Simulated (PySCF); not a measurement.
Energy and gradient calculation of CH$_{5}$OSi (part 2 of 2)

The same run, continued: CH$_{5}$OSi, multiplicity 2; PBE/pcseg-2, UKS (PySCF 2.14.0). The geometry comes from this level: PBE0-D4/def2-TZVP.

Geometry of the input (Å):
```
C  -0.6882  0.9018  -0.0994
Si 0.6703  -0.3234  -0.4584
O  0.2012  -1.7536  0.2346
H  -1.6286  0.5890  -0.5571
H  -0.4247  1.8870  -0.4909
H  -0.8416  0.9864  0.9807
H  1.9746  0.1329  0.1294
H  0.8289  -2.4772  0.2054
```

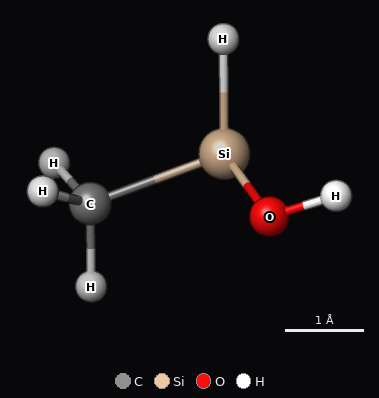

Fig. 1: The input geometry (ball-and-stick view, seen at a tilt).

**Output, continued**
```
MO #136 energy= 4.58273296425407   | 4.58619235779358   occ= 0 | 0
MO #137 energy= 4.6028395361743    | 4.60551258429595   occ= 0 | 0
MO #138 energy= 4.64101682605511   | 4.6443113061408    occ= 0 | 0
MO #139 energy= 4.68369463381463   | 4.68792444137191   occ= 0 | 0
MO #140 energy= 4.70647115095706   | 4.71033368872987   occ= 0 | 0
MO #141 energy= 4.79163377497622   | 4.79676603774373   occ= 0 | 0
MO #142 energy= 4.92046903323491   | 4.92160948221418   occ= 0 | 0
MO #143 energy= 4.97318371387991   | 4.98478762188451   occ= 0 | 0
MO #144 energy= 5.06092323758234   | 5.0645316764777    occ= 0 | 0
MO #145 energy= 5.09517924602748   | 5.09818744488752   occ= 0 | 0
MO #146 energy= 5.11000403716354   | 5.11317026313462   occ= 0 | 0
MO #147 energy= 5.52228589167402   | 5.52465766794146   occ= 0 | 0
MO #148 energy= 5.59963452906558   | 5.60243135059364   occ= 0 | 0
MO #149 energy= 5.60933591902832   | 5.61054320899109   occ= 0 | 0
MO #150 energy= 5.70674374913182   | 5.70849300223433   occ= 0 | 0
MO #151 energy= 5.72047134073189   | 5.724133821335     occ= 0 | 0
MO #152 energy= 5.73118553151726   | 5.7327659583242    occ= 0 | 0
MO #153 energy= 5.76242298810359   | 5.76430366265374   occ= 0 | 0
MO #154 energy= 5.93620382274472   | 5.93896885580184   occ= 0 | 0
MO #155 energy= 5.97910899433776   | 5.98033034052314   occ= 0 | 0
MO #156 energy= 6.02176966546893   | 6.02347933441685   occ= 0 | 0
MO #157 energy= 6.03514510316309   | 6.03666091183584   occ= 0 | 0
MO #158 energy= 6.0876857591851    | 6.09572854909055   occ= 0 | 0
MO #159 energy= 6.19785895600272   | 6.20563394597396   occ= 0 | 0
MO #160 energy= 6.24077112341409   | 6.24989780748633   occ= 0 | 0
MO #161 energy= 6.47721562901888   | 6.48221128899146   occ= 0 | 0
MO #162 energy= 6.79747458788218   | 6.80030348347834   occ= 0 | 0
MO #163 energy= 7.15347989390073   | 7.15549929027846   occ= 0 | 0
MO #164 energy= 14.8257101246244   | 14.8342777800349   occ= 0 | 0

To work with the spin densities directly, `use mulliken_meta_spin()` only printing them here.

 ** Mulliken spin pop alpha/beta on meta-lowdin orthogonal AOs **
 ** Mulliken Spin Density (per AO)  **
spin_pop of  0 C 1s        0.00000
spin_pop of  0 C 2s        0.00397
spin_pop of  0 C 3s        0.00005
spin_pop of  0 C 4s        0.00045
spin_pop of  0 C 2px       0.00825
spin_pop of  0 C 2py       0.00676
spin_pop of  0 C 2pz       0.00276
spin_pop of  0 C 3px       0.00011
spin_pop of  0 C 3py       0.00008
spin_pop of  0 C 3pz       0.00026
spin_pop of  0 C 4px      -0.00003
spin_pop of  0 C 4py      -0.00001
spin_pop of  0 C 4pz       0.00013
spin_pop of  0 C 3dxy      0.00000
spin_pop of  0 C 3dyz     -0.00003
spin_pop of  0 C 3dz^2    -0.00000
spin_pop of  0 C 3dxz     -0.00001
spin_pop of  0 C 3dx2-y2    0.00002
spin_pop of  0 C 4dxy     -0.00000
spin_pop of  0 C 4dyz      0.00002
spin_pop of  0 C 4dz^2     0.00001
spin_pop of  0 C 4dxz      0.00002
spin_pop of  0 C 4dx2-y2   -0.00000
spin_pop of  0 C 4f-3      0.00001
spin_pop of  0 C 4f-2      0.00001
spin_pop of  0 C 4f-1      0.00000
spin_pop of  0 C 4f+0      0.00007
spin_pop of  0 C 4f+1      0.00002
spin_pop of  0 C 4f+2      0.00000
spin_pop of  0 C 4f+3     -0.00000
spin_pop of  1 Si 1s       -0.00000
spin_pop of  1 Si 2s        0.00000
spin_pop of  1 Si 3s        0.17559
spin_pop of  1 Si 4s        0.00519
spin_pop of  1 Si 5s        0.00010
spin_pop of  1 Si 2px      -0.00000
spin_pop of  1 Si 2py      -0.00000
spin_pop of  1 Si 2pz       0.00002
spin_pop of  1 Si 3px       0.01212
spin_pop of  1 Si 3py       0.03201
spin_pop of  1 Si 3pz       0.57796
spin_pop of  1 Si 4px      -0.00015
spin_pop of  1 Si 4py      -0.00002
spin_pop of  1 Si 4pz       0.00155
spin_pop of  1 Si 5px       0.00001
spin_pop of  1 Si 5py      -0.00001
spin_pop of  1 Si 5pz       0.00009
spin_pop of  1 Si 3dxy     -0.00003
spin_pop of  1 Si 3dyz      0.00027
spin_pop of  1 Si 3dz^2     0.00292
spin_pop of  1 Si 3dxz     -0.00006
spin_pop of  1 Si 3dx2-y2    0.00011
spin_pop of  1 Si 4dxy     -0.00006
spin_pop of  1 Si 4dyz      0.00011
spin_pop of  1 Si 4dz^2     0.00184
spin_pop of  1 Si 4dxz     -0.00001
spin_pop of  1 Si 4dx2-y2    0.00002
spin_pop of  1 Si 4f-3      0.00000
spin_pop of  1 Si 4f-2     -0.00000
spin_pop of  1 Si 4f-1     -0.00010
spin_pop of  1 Si 4f+0     -0.00000
spin_pop of  1 Si 4f+1     -0.00003
spin_pop of  1 Si 4f+2     -0.00000
spin_pop of  1 Si 4f+3      0.00001
spin_pop of  2 O 1s       -0.00000
spin_pop of  2 O 2s        0.00166
spin_pop of  2 O 3s        0.00014
spin_pop of  2 O 4s        0.00017
spin_pop of  2 O 2px      -0.00030
spin_pop of  2 O 2py       0.00007
spin_pop of  2 O 2pz       0.08889
spin_pop of  2 O 3px       0.00001
spin_pop of  2 O 3py       0.00029
spin_pop of  2 O 3pz       0.00443
spin_pop of  2 O 4px       0.00001
spin_pop of  2 O 4py      -0.00000
spin_pop of  2 O 4pz      -0.00001
spin_pop of  2 O 3dxy      0.00001
spin_pop of  2 O 3dyz      0.00000
spin_pop of  2 O 3dz^2    -0.00006
spin_pop of  2 O 3dxz      0.00004
spin_pop of  2 O 3dx2-y2   -0.00000
spin_pop of  2 O 4dxy      0.00000
spin_pop of  2 O 4dyz      0.00005
spin_pop of  2 O 4dz^2     0.00000
spin_pop of  2 O 4dxz      0.00000
spin_pop of  2 O 4dx2-y2   -0.00000
spin_pop of  2 O 4f-3      0.00000
spin_pop of  2 O 4f-2      0.00000
spin_pop of  2 O 4f-1      0.00001
spin_pop of  2 O 4f+0      0.00001
spin_pop of  2 O 4f+1     -0.00001
spin_pop of  2 O 4f+2      0.00002
spin_pop of  2 O 4f+3      0.00001
spin_pop of  3 H 1s       -0.00057
spin_pop of  3 H 2s        0.00015
spin_pop of  3 H 3s        0.00013
spin_pop of  3 H 2px       0.00002
spin_pop of  3 H 2py      -0.00001
spin_pop of  3 H 2pz      -0.00000
spin_pop of  3 H 3px       0.00001
spin_pop of  3 H 3py       0.00000
spin_pop of  3 H 3pz      -0.00000
spin_pop of  3 H 3dxy      0.00000
spin_pop of  3 H 3dyz      0.00000
spin_pop of  3 H 3dz^2     0.00000
spin_pop of  3 H 3dxz      0.00000
spin_pop of  3 H 3dx2-y2    0.00000
spin_pop of  4 H 1s       -0.00127
spin_pop of  4 H 2s        0.00033
spin_pop of  4 H 3s        0.00004
spin_pop of  4 H 2px       0.00001
spin_pop of  4 H 2py       0.00000
spin_pop of  4 H 2pz      -0.00000
spin_pop of  4 H 3px       0.00000
spin_pop of  4 H 3py      -0.00000
spin_pop of  4 H 3pz       0.00000
spin_pop of  4 H 3dxy     -0.00000
spin_pop of  4 H 3dyz      0.00000
spin_pop of  4 H 3dz^2     0.00000
spin_pop of  4 H 3dxz      0.00000
spin_pop of  4 H 3dx2-y2    0.00000
spin_pop of  5 H 1s        0.02659
spin_pop of  5 H 2s        0.00269
spin_pop of  5 H 3s        0.00003
spin_pop of  5 H 2px       0.00001
spin_pop of  5 H 2py      -0.00001
spin_pop of  5 H 2pz       0.00000
spin_pop of  5 H 3px       0.00000
spin_pop of  5 H 3py       0.00001
spin_pop of  5 H 3pz       0.00003
spin_pop of  5 H 3dxy      0.00000
spin_pop of  5 H 3dyz      0.00000
spin_pop of  5 H 3dz^2     0.00000
spin_pop of  5 H 3dxz     -0.00000
spin_pop of  5 H 3dx2-y2    0.00000
spin_pop of  6 H 1s        0.04433
spin_pop of  6 H 2s        0.00018
spin_pop of  6 H 3s        0.00060
spin_pop of  6 H 2px       0.00012
spin_pop of  6 H 2py      -0.00003
spin_pop of  6 H 2pz      -0.00034
spin_pop of  6 H 3px       0.00001
spin_pop of  6 H 3py       0.00000
spin_pop of  6 H 3pz       0.00001
spin_pop of  6 H 3dxy     -0.00000
spin_pop of  6 H 3dyz      0.00001
spin_pop of  6 H 3dz^2     0.00000
spin_pop of  6 H 3dxz      0.00003
spin_pop of  6 H 3dx2-y2    0.00001
spin_pop of  7 H 1s       -0.00183
spin_pop of  7 H 2s        0.00076
spin_pop of  7 H 3s        0.00004
spin_pop of  7 H 2px      -0.00002
spin_pop of  7 H 2py      -0.00000
spin_pop of  7 H 2pz       0.00010
spin_pop of  7 H 3px       0.00000
spin_pop of  7 H 3py       0.00000
spin_pop of  7 H 3pz       0.00001
spin_pop of  7 H 3dxy      0.00000
spin_pop of  7 H 3dyz      0.00000
spin_pop of  7 H 3dz^2    -0.00000
spin_pop of  7 H 3dxz     -0.00000
spin_pop of  7 H 3dx2-y2    0.00000
 ** Mulliken Spin Density (per atom)  **
spin density of  0 C =      0.02292
spin density of  1 Si =      0.80945
spin density of  2 O =      0.09542
spin density of  3 H =     -0.00027
spin density of  4 H =     -0.00087
spin density of  5 H =      0.02936
spin density of  6 H =      0.04492
spin density of  7 H =     -0.00093
 ** Mulliken pop alpha/beta on meta-lowdin orthogonal AOs **
 ** Mulliken pop       alpha | beta **
pop of  0 C 1s        0.99994 | 0.99993
pop of  0 C 2s        0.54333 | 0.53936
pop of  0 C 3s        0.00102 | 0.00096
pop of  0 C 4s        0.00154 | 0.00109
pop of  0 C 2px       0.59700 | 0.58874
pop of  0 C 2py       0.59080 | 0.58404
pop of  0 C 2pz       0.57333 | 0.57057
pop of  0 C 3px       0.00091 | 0.00080
pop of  0 C 3py       0.00090 | 0.00082
pop of  0 C 3pz       0.00093 | 0.00067
pop of  0 C 4px       0.00015 | 0.00018
pop of  0 C 4py       0.00028 | 0.00029
pop of  0 C 4pz       0.00025 | 0.00012
pop of  0 C 3dxy      0.00057 | 0.00057
pop of  0 C 3dyz      0.00020 | 0.00023
pop of  0 C 3dz^2     0.00041 | 0.00042
pop of  0 C 3dxz      0.00020 | 0.00021
pop of  0 C 3dx2-y2    0.00013 | 0.00011
pop of  0 C 4dxy      0.00002 | 0.00002
pop of  0 C 4dyz      0.00004 | 0.00002
pop of  0 C 4dz^2     0.00006 | 0.00005
pop of  0 C 4dxz      0.00005 | 0.00003
pop of  0 C 4dx2-y2    0.00008 | 0.00008
pop of  0 C 4f-3      0.00019 | 0.00018
pop of  0 C 4f-2      0.00003 | 0.00002
pop of  0 C 4f-1      0.00001 | 0.00001
pop of  0 C 4f+0      0.00043 | 0.00036
pop of  0 C 4f+1      0.00005 | 0.00003
pop of  0 C 4f+2      0.00001 | 0.00001
pop of  0 C 4f+3      0.00012 | 0.00012
pop of  1 Si 1s        0.99999 | 0.99999
pop of  1 Si 2s        0.99978 | 0.99977
pop of  1 Si 3s        0.66918 | 0.49359
pop of  1 Si 4s        0.00742 | 0.00223
pop of  1 Si 5s        0.00044 | 0.00034
pop of  1 Si 2px       0.99991 | 0.99991
pop of  1 Si 2py       0.99991 | 0.99991
pop of  1 Si 2pz       0.99992 | 0.99989
pop of  1 Si 3px       0.38202 | 0.36990
pop of  1 Si 3py       0.27115 | 0.23914
pop of  1 Si 3pz       0.70716 | 0.12920
pop of  1 Si 4px       0.00471 | 0.00486
pop of  1 Si 4py       0.00405 | 0.00407
pop of  1 Si 4pz       0.00276 | 0.00120
pop of  1 Si 5px       0.00048 | 0.00047
pop of  1 Si 5py       0.00081 | 0.00083
pop of  1 Si 5pz       0.00024 | 0.00015
pop of  1 Si 3dxy      0.00288 | 0.00292
pop of  1 Si 3dyz      0.00244 | 0.00217
pop of  1 Si 3dz^2     0.00492 | 0.00200
pop of  1 Si 3dxz      0.00137 | 0.00142
pop of  1 Si 3dx2-y2    0.00208 | 0.00197
pop of  1 Si 4dxy      0.00292 | 0.00298
pop of  1 Si 4dyz      0.00220 | 0.00209
pop of  1 Si 4dz^2     0.00320 | 0.00136
pop of  1 Si 4dxz      0.00121 | 0.00122
pop of  1 Si 4dx2-y2    0.00221 | 0.00219
pop of  1 Si 4f-3      0.00015 | 0.00015
pop of  1 Si 4f-2      0.00004 | 0.00004
pop of  1 Si 4f-1      0.00015 | 0.00025
pop of  1 Si 4f+0      0.00011 | 0.00011
pop of  1 Si 4f+1      0.00003 | 0.00006
pop of  1 Si 4f+2      0.00002 | 0.00002
pop of  1 Si 4f+3      0.00014 | 0.00014
pop of  2 O 1s        0.99997 | 0.99997
pop of  2 O 2s        0.82087 | 0.81921
pop of  2 O 3s        0.00167 | 0.00154
pop of  2 O 4s        0.00071 | 0.00054
pop of  2 O 2px       0.86126 | 0.86156
pop of  2 O 2py       0.74860 | 0.74854
pop of  2 O 2pz       0.95126 | 0.86237
pop of  2 O 3px       0.00220 | 0.00219
pop of  2 O 3py       0.00244 | 0.00215
pop of  2 O 3pz       0.00667 | 0.00224
pop of  2 O 4px       0.00026 | 0.00025
pop of  2 O 4py       0.00032 | 0.00033
pop of  2 O 4pz       0.00016 | 0.00017
pop of  2 O 3dxy      0.00166 | 0.00165
pop of  2 O 3dyz      0.00070 | 0.00070
pop of  2 O 3dz^2     0.00106 | 0.00111
pop of  2 O 3dxz      0.00112 | 0.00108
pop of  2 O 3dx2-y2    0.00076 | 0.00076
pop of  2 O 4dxy      0.00009 | 0.00009
pop of  2 O 4dyz      0.00016 | 0.00011
pop of  2 O 4dz^2     0.00011 | 0.00011
pop of  2 O 4dxz      0.00012 | 0.00011
pop of  2 O 4dx2-y2    0.00010 | 0.00010
pop of  2 O 4f-3      0.00014 | 0.00014
pop of  2 O 4f-2      0.00006 | 0.00006
pop of  2 O 4f-1      0.00020 | 0.00019
pop of  2 O 4f+0      0.00013 | 0.00013
pop of  2 O 4f+1      0.00008 | 0.00008
pop of  2 O 4f+2      0.00012 | 0.00010
pop of  2 O 4f+3      0.00027 | 0.00026
pop of  3 H 1s        0.42504 | 0.42561
pop of  3 H 2s        0.00240 | 0.00225
pop of  3 H 3s        0.00119 | 0.00106
pop of  3 H 2px       0.00026 | 0.00024
pop of  3 H 2py       0.00003 | 0.00004
pop of  3 H 2pz       0.00004 | 0.00005
pop of  3 H 3px       0.00008 | 0.00007
pop of  3 H 3py       0.00005 | 0.00005
pop of  3 H 3pz       0.00005 | 0.00005
pop of  3 H 3dxy      0.00001 | 0.00001
pop of  3 H 3dyz      0.00001 | 0.00001
pop of  3 H 3dz^2     0.00000 | 0.00000
pop of  3 H 3dxz      0.00002 | 0.00002
pop of  3 H 3dx2-y2    0.00002 | 0.00002
pop of  4 H 1s        0.42528 | 0.42655
pop of  4 H 2s        0.00235 | 0.00202
pop of  4 H 3s        0.00105 | 0.00101
pop of  4 H 2px       0.00004 | 0.00003
pop of  4 H 2py       0.00029 | 0.00028
pop of  4 H 2pz       0.00004 | 0.00004
pop of  4 H 3px       0.00005 | 0.00005
pop of  4 H 3py       0.00008 | 0.00008
pop of  4 H 3pz       0.00005 | 0.00004
pop of  4 H 3dxy      0.00001 | 0.00001
pop of  4 H 3dyz      0.00002 | 0.00002
pop of  4 H 3dz^2     0.00001 | 0.00001
pop of  4 H 3dxz      0.00001 | 0.00000
pop of  4 H 3dx2-y2    0.00003 | 0.00002
pop of  5 H 1s        0.43944 | 0.41285
pop of  5 H 2s        0.00471 | 0.00202
pop of  5 H 3s        0.00111 | 0.00107
pop of  5 H 2px       0.00007 | 0.00006
pop of  5 H 2py       0.00003 | 0.00004
pop of  5 H 2pz       0.00026 | 0.00026
pop of  5 H 3px       0.00004 | 0.00004
pop of  5 H 3py       0.00005 | 0.00004
pop of  5 H 3pz       0.00012 | 0.00009
pop of  5 H 3dxy      0.00000 | 0.00000
pop of  5 H 3dyz      0.00001 | 0.00001
pop of  5 H 3dz^2     0.00004 | 0.00003
pop of  5 H 3dxz      0.00001 | 0.00001
pop of  5 H 3dx2-y2    0.00000 | 0.00000
pop of  6 H 1s        0.57305 | 0.52872
pop of  6 H 2s        0.00161 | 0.00143
pop of  6 H 3s        0.00099 | 0.00039
pop of  6 H 2px       0.00154 | 0.00142
pop of  6 H 2py       0.00030 | 0.00033
pop of  6 H 2pz       0.00024 | 0.00058
pop of  6 H 3px       0.00004 | 0.00003
pop of  6 H 3py       0.00003 | 0.00002
pop of  6 H 3pz       0.00002 | 0.00001
pop of  6 H 3dxy      0.00004 | 0.00004
pop of  6 H 3dyz      0.00001 | 0.00001
pop of  6 H 3dz^2     0.00001 | 0.00001
pop of  6 H 3dxz      0.00010 | 0.00006
pop of  6 H 3dx2-y2    0.00006 | 0.00005
pop of  7 H 1s        0.31463 | 0.31646
pop of  7 H 2s        0.00463 | 0.00386
pop of  7 H 3s        0.00288 | 0.00284
pop of  7 H 2px       0.00092 | 0.00095
pop of  7 H 2py       0.00056 | 0.00056
pop of  7 H 2pz       0.00133 | 0.00123
pop of  7 H 3px       0.00016 | 0.00016
pop of  7 H 3py       0.00007 | 0.00007
pop of  7 H 3pz       0.00004 | 0.00004
pop of  7 H 3dxy      0.00006 | 0.00005
pop of  7 H 3dyz      0.00001 | 0.00000
pop of  7 H 3dz^2     0.00003 | 0.00003
pop of  7 H 3dxz      0.00001 | 0.00001
pop of  7 H 3dx2-y2    0.00002 | 0.00002
In total            17.00000 | 16.00000
 ** Mulliken atomic charges   ( Nelec_alpha | Nelec_beta ) **
charge of  0C =     -0.60303  (     3.31297      3.29005 )
charge of  1Si =      0.65747  (     7.07599      6.26654 )
charge of  2O =     -0.71111  (     4.40327      4.30784 )
charge of  3H =      0.14131  (     0.42921      0.42948 )
charge of  4H =      0.14053  (     0.42930      0.43017 )
charge of  5H =      0.13759  (     0.44589      0.41653 )
charge of  6H =     -0.11114  (     0.57803      0.53311 )
charge of  7H =      0.34838  (     0.32535      0.32628 )
Dipole moment(X, Y, Z, Debye):  0.45002, -0.15979, -0.05911
```

**Summary**

- outcome: converged
- total energy: −405.608569 hartree
- basis functions: 164
- largest force: 0.481 eV/Å
- ⟨S²⟩: 0.752
- dipole moment: 0.48 D
- wall time: 2 min
- peak memory: 2.1 GiB

**Notes**

The record of the run, not the program, notes: logged alpha LUMO and gap are faulty.
